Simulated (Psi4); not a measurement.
# GeF2 (SMILES [F][Ge][F]) at SCAN/def2-SVP (sweep point 4)

What is the vertical electron affinity of GeF2 at SCAN/def2-SVP (sweep point 4)? The job is set up through a Python script.

The calculation is run with Psi4 1.11.

## Step 1: Starting point

GeF2: 3 atoms, total charge 0, spin state singlet. As SMILES, `[F][Ge][F]`. The coordinates come from a PBE0-D4/def2-TZVP relaxation.

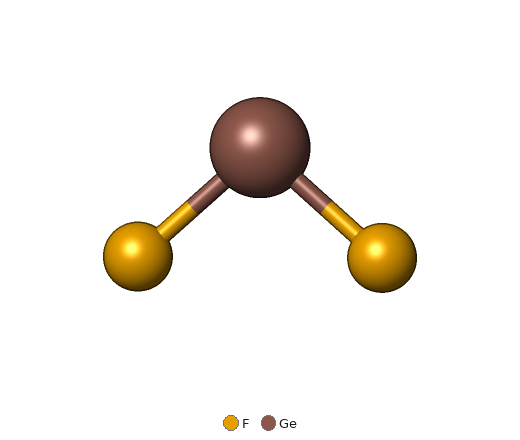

Viewed from a chosen angle; fluorine amber, germanium brown.

## Step 2: A single-point energy at SCAN/def2-SVP (sweep point 4)

The input, f2ge.py:

```python
import psi4

psi4.set_memory(1600000000)
psi4.set_num_threads(1)
psi4.core.set_output_file('run.log', False)

molecule = psi4.geometry("""
0 1
F     -0.675900    -1.101800    -0.497500
Ge     0.637500    -0.295200     0.320200
F      0.027600     1.332100     0.164100
symmetry c1
""")

psi4.set_options({
    'basis': 'def2-SVP',
    'puream': True,
    'scf_type': 'pk',
    'dft_radial_points': 99,
    'dft_spherical_points': 590,
})

e = psi4.energy('scan')
print(f'scan energy: {e:.10f} Eh')
```

Started as:

```bash
$ python f2ge.py
```

run.log, shortened:

```text
[...]
  Running in c1 symmetry.
[...]
  Nuclear repulsion =  191.062717603408373
[...]
  Multiplicity = 1
[...]
  Nalpha       = 25
  Nbeta        = 25
[...]
    Number of basis functions: 60
[...]
   @RKS iter   1: -2275.32954321308898   -2.44287e+00   3.83656e-02 DIIS/ADIIS
[...]
   @RKS iter   8: -2276.44307385471484   -4.33847e-08   5.35590e-07 DIIS
[...]
    Orbital Energies [Eh]
    ---------------------
    Doubly Occupied:
       1A   -398.259976     2A    -49.658146     3A    -44.152556
       4A    -44.150569     5A    -44.149564     6A    -24.475623
       7A    -24.475550     8A     -6.215607     9A     -4.370068
      10A     -4.364972    11A     -4.361094    12A     -1.192427
      13A     -1.186453    14A     -1.176069    15A     -1.173066
      16A     -1.169265    17A     -1.095414    18A     -1.064846
      19A     -0.509160    20A     -0.413157    21A     -0.385380
      22A     -0.383361    23A     -0.358650    24A     -0.345432
      25A     -0.288201
[...]
  @RKS Final Energy: -2276.44307385471484
   => Energetics <=
    Nuclear Repulsion Energy =            191.0627176034083732
    One-Electron Energy =               -3554.0911769220106180
    Two-Electron Energy =                1186.7166678649819005
    DFT Exchange-Correlation Energy =    -100.1312824010943672
    Empirical Dispersion Energy =           0.0000000000000000
    VV10 Nonlocal Energy =                  0.0000000000000000
    Total Energy =                      -2276.4430738547148394
[...]
 Multipole Moments:
 ------------------------------------------------------------------------------------
     Multipole            Electronic (a.u.)      Nuclear  (a.u.)        Total (a.u.)
 ------------------------------------------------------------------------------------
 L = 1.  Multiply by 2.5417464519 to convert [e a0] to [Debye]
 Dipole X            :          2.8851138           -2.0857990            0.7993148
 Dipole Y            :         -1.1043133            0.7983941           -0.3059191
 Dipole Z            :         -0.0000000            0.0000000           -0.0000000
 Magnitude           :                                                    0.8558567
[...]
```

The script printed:

```text
scan energy: -2276.4430738547 Eh
```

It took 5.1 s on 1 thread of Intel Xeon 6975P-C (Granite Rapids), shared host; peak memory 0.82 GiB.

## Step 3: The doublet anion

The input, run.py:

```python
import psi4

psi4.set_memory(1600000000)
psi4.set_num_threads(1)
psi4.core.set_output_file('run.log', False)

mol = psi4.geometry("""
-1 2
F     -0.675900    -1.101800    -0.497500
Ge     0.637500    -0.295200     0.320200
F      0.027600     1.332100     0.164100
symmetry c1
""")

psi4.set_options({
    'basis': 'def2-SVP',
    'reference': 'uks',
    'puream': True,
    'scf_type': 'pk',
    'dft_radial_points': 99,
    'dft_spherical_points': 590,
    'maxiter': 150,
})

e_tot, wfn = psi4.energy("SCAN", return_wfn=True)
print(f'total energy {e_tot:.8f} hartree = {e_tot * 27.211386:.5f} eV')
```

Started as:

```bash
$ python run.py
```

run.log, shortened:

```text
[...]
  Running in c1 symmetry.
[...]
  Nuclear repulsion =  191.062717603408373
[...]
  Multiplicity = 2
[...]
  Nalpha       = 26
  Nbeta        = 25
[...]
    Number of basis functions: 60
[...]
   @UKS iter   1: -2275.11625792171344   -2.22959e+00   3.96286e-02 ADIIS/DIIS
[...]
   @UKS iter   9: -2276.44792353720322   -1.37647e-08   4.64005e-07 DIIS
[...]
   @S^2 Observed:                7.556436384E-01
[...]
    Orbital Energies [Eh]
    ---------------------
    Alpha Occupied:
       1A   -397.952732     2A    -49.351273     3A    -43.844851
       4A    -43.844178     5A    -43.843972     6A    -24.211853
       7A    -24.211793     8A     -5.909048     9A     -4.061792
      10A     -4.058198    11A     -4.056971    12A     -0.901191
      13A     -0.886622    14A     -0.868571    15A     -0.867983
      16A     -0.865817    17A     -0.828935    18A     -0.799618
      19A     -0.249431    20A     -0.158851    21A     -0.135570
      22A     -0.131176    23A     -0.108091    24A     -0.095540
      25A     -0.030188    26A      0.112151
    Alpha Virtual:
[...]
  @UKS Final Energy: -2276.44792353720322
   => Energetics <=
    Nuclear Repulsion Energy =            191.0627176034083732
    One-Electron Energy =               -3568.2996366851384664
    Two-Electron Energy =                1201.2312026729687204
    DFT Exchange-Correlation Energy =    -100.4422071284419928
    Empirical Dispersion Energy =           0.0000000000000000
    VV10 Nonlocal Energy =                  0.0000000000000000
    Total Energy =                      -2276.4479235372032235
[...]
 Multipole Moments:
 ------------------------------------------------------------------------------------
     Multipole            Electronic (a.u.)      Nuclear  (a.u.)        Total (a.u.)
 ------------------------------------------------------------------------------------
 L = 1.  Multiply by 2.5417464519 to convert [e a0] to [Debye]
 Dipole X            :          2.2309399           -2.0857990            0.1451409
 Dipole Y            :         -0.8541309            0.7983941           -0.0557367
 Dipole Z            :         -0.0000000            0.0000000           -0.0000000
 Magnitude           :                                                    0.1554749
[...]
```

On the terminal:

```text
total energy -2276.44792354 hartree = -61945.30316 eV
```

Run time: 6.9 s. Hardware: 1 thread of Intel Xeon 6975P-C (Granite Rapids), shared host; peak memory 0.82 GiB.

## Step 4: Summary of results

Level: SCAN/def2-SVP (sweep point 4).

| quantity | value |
| --- | --- |
| singlet GeF2: total energy | -2276.44307 Eh |
| singlet GeF2: dipole moment | 2.18 D |
| singlet GeF2: HOMO energy | -7.84 eV |
| singlet GeF2: LUMO energy | -3.20 eV |
| singlet GeF2: HOMO–LUMO gap | 4.64 eV |
| doublet anion: total energy | -2276.44792 Eh |
| doublet anion: HOMO energy (highest over α and β) | 3.05 eV |
| doublet anion: LUMO energy (lowest over α and β) | 4.85 eV |
| doublet anion: ⟨S²⟩ | 0.756 |
| vertical electron affinity (to the doublet anion) | 0.132 eV |

In words: At fixed nuclei the extra electron is bound by 0.13 eV (3.0 kcal/mol). The basis has no diffuse functions, so the error can be as large as this value. The HOMO (doublet anion) lies at positive energy, 3.05 eV, as semi-local functionals often give for anions; only total energies tell whether the electron is bound.
